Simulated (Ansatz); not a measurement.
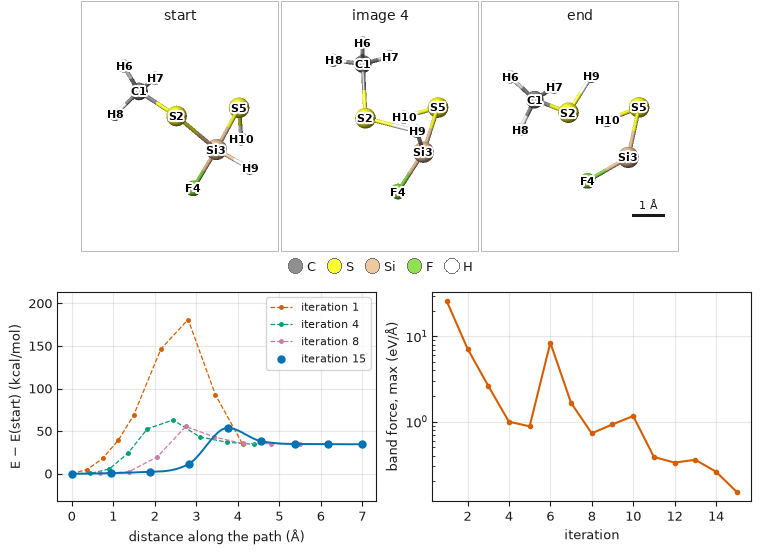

A search for the minimum-energy path of CH$_{5}$FS$_{2}$Si by the nudged elastic band. Images are numbered from 0 (start) to 8 (end). The plot follows the band through its iterations. The picture is a ball-and-stick view, seen from a free direction.

Computed with RKS PBE/def2-SVP (Ansatz). Set-up: 7 movable images; climbing image; force threshold 0.2 eV/Å; iteration limit 60; starting path through a guess of the saddle point.

Question: Did the band converge, and can the barrier be trusted?

Answer: The run is converged, with reservations. The band converged in 15 iterations. The largest component of the band force went from 26 to 0.15 eV/Å. The climbing image converged on the top of the path. Its curvatures weren't checked. The force threshold is loose. The first iteration put the highest image at 181.1 kcal/mol. The energy climbs by 53.8 kcal/mol to image 4 and then falls by 19.3 kcal/mol, so the end point sits at +34.6 kcal/mol.

Cost: 3.7 min on 2 threads of Arm Neoverse V1, on a shared host, peak memory 0.16 GiB.
